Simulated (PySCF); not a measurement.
```tsv
atom	x (Å)	y (Å)	z (Å)
C	2.4996	0.9424	-0.3567
O	2.3495	-0.2517	0.3840
C	1.2162	-0.9635	0.1042
S	-0.2870	-0.1724	0.8762
C	-1.6549	-1.0997	0.0763
C	-2.5104	-0.0874	-0.7044
Al	-1.0023	1.2115	-1.0863
H	3.3789	1.4403	0.0449
H	1.6210	1.5974	-0.2454
H	2.6455	0.7250	-1.4199
H	1.0111	-1.0463	-0.9725
H	1.3171	-1.9474	0.5644
H	-2.1873	-1.6229	0.8721
H	-1.1932	-1.8363	-0.5813
H	-3.1186	-0.6296	-1.4384
H	-3.2328	0.3582	0.0016
H	0.0033	0.7619	-2.1927
H	-0.8644	2.6268	-0.4677
```

Geometry: GFN2-xTB.

These are results of PBE0/def2-SVPD, SCF density, gas phase in PySCF 2.14.0, not measurements.

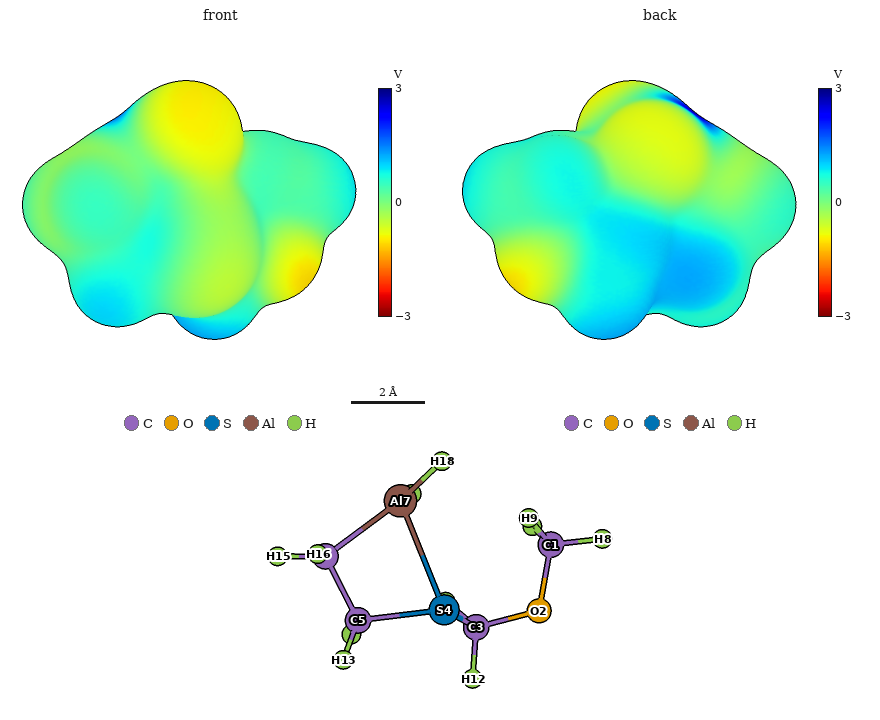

C4H11AlOS. The molecular electrostatic potential painted on the density surface at 0.002 e/bohr³, seen from the front and from behind; red is negative and blue positive. The bare structure is drawn below in the same view.

Question: Where is the surface potential most negative and most positive?

Answer: The most negative region (about −1.0 V) lies over O2, the most positive (about +2.2 V) over Al7. O2 is the likeliest acceptor of a hydrogen bond.

Question: How polar is the molecule by this calculation?

Answer: Its dipole moment is 2.04 D.
